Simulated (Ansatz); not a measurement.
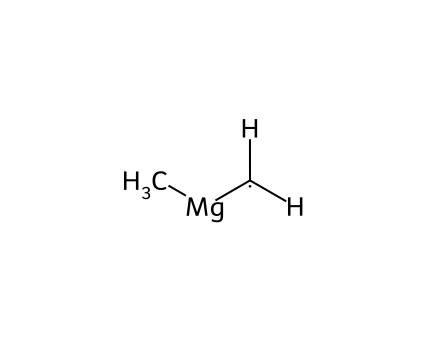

2D structure. The species is neutral and a spin doublet.

Transcribe the drawing into SMILES.

[CH2][Mg][CH3]

What is the molecular formula?

C2H5Mg.

More results for the same structure follow; atom numbers are the same in all pictures, views and colours differ. The computed structure is the end point of a PBE0-D4/def2-TZVP optimisation.

## Geometry

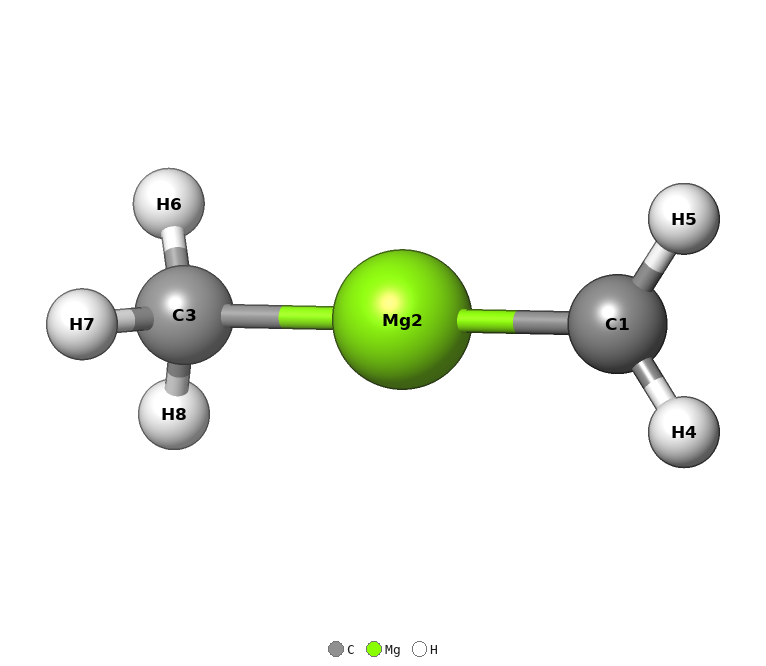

Give these bond angles: Mg2–C1–H4, H4–C1–H5, C1–Mg2–C3, Mg2–C3–H7, Mg2–C3–H6, H6–C3–H8, H6–C3–H7.

```
    angle  degrees
Mg2–C1–H4    125.5
 H4–C1–H5    109.0
C1–Mg2–C3    180.0
Mg2–C3–H7    111.9
Mg2–C3–H6    111.9
 H6–C3–H8    106.9
 H6–C3–H7    107.0
```

## Vibrations

Harmonic vibrations computed with UKS PBE0-D4/def2-TZVP (Ansatz 0.2.0) at a stationary point of the same level.

List the wavenumbers.

18 modes: 28, 113, 121, 458, 472, 538, 569, 573, 665, 1150, 1365, 1442, 1442, 3026, 3072, 3106, 3107, 3147 cm⁻¹.

## Charges

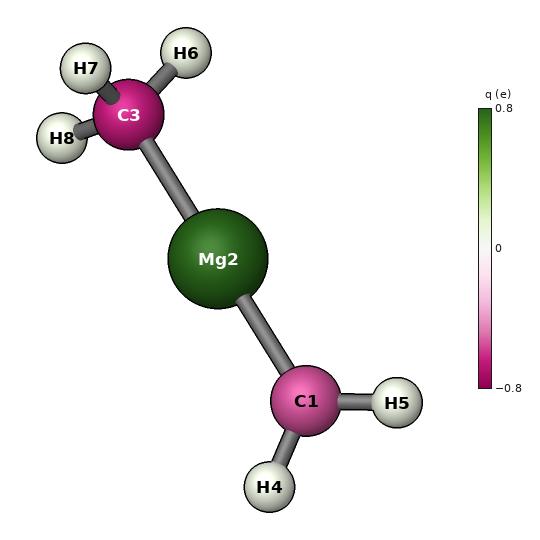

Atoms are coloured by their Mulliken charges. Level of theory: UKS r2SCAN-D4/def2-TZVPP (Ansatz 0.2.0).

Give the Mulliken charges atom by atom.

| atom | value (e) |
| --- | --- |
| C1 | −0.54 |
| Mg2 | 0.79 |
| C3 | −0.64 |
| H4 | 0.07 |
| H5 | 0.07 |
| H6 | 0.08 |
| H7 | 0.08 |
| H8 | 0.08 |

## Levels of theory compared

Program: Ansatz 0.2.0.

Compare HOMO energy (eV), dipole (D) at these levels: B3LYP-D4/def2-TZVPP; PBE-D4/def2-TZVPP; r2SCAN-D4/def2-TZVPP; ωB97M-V/def2-TZVPP.

```
               level  HOMO energy (eV)  dipole (D)
 B3LYP-D4/def2-TZVPP             −5.83        0.03
   PBE-D4/def2-TZVPP             −4.92        0.02
r2SCAN-D4/def2-TZVPP             −5.34        0.04
  ωB97M-V/def2-TZVPP             −8.19        0.05
```

Mulliken values depend strongly on the basis set and can even reverse the polarity of a bond.
